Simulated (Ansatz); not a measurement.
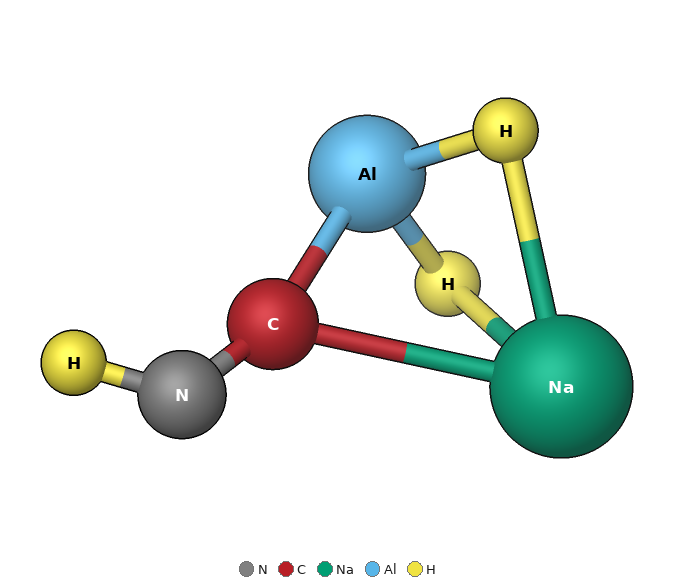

Computed geometry: PBE0-D4/def2-TZVP optimisation. No frequency run is at hand to confirm it as a minimum. Properties computed with RKS PBE0-D4/def2-TZVPP (Ansatz 0.2.0).

What is the HOMO energy (Kohn–Sham orbital)?

−4.43 eV.

Give the LUMO energy (Kohn–Sham orbital) at this level.

−1.32 eV.

What is the dispersion correction?

−11.2 kJ/mol.
